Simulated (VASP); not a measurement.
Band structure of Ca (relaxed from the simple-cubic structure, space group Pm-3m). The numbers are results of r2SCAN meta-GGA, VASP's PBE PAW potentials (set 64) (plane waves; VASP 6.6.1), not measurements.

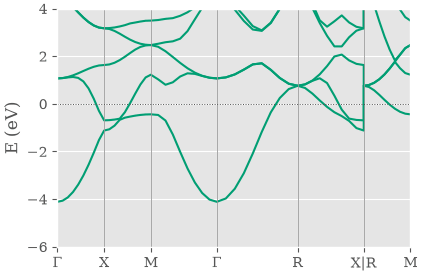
*Bands along high-symmetry lines, zero at the valence-band maximum or, without a gap, the Fermi level*

Task: Read the plot: is there a gap, and where are the band edges?

Result: It has no gap at this level: it comes out as a metal or semimetal.

The structure was generated: Ca was put into the simple-cubic type (Pm-3m), which need not be its known phase. It was relaxed first, which changed the volume by -12 %.
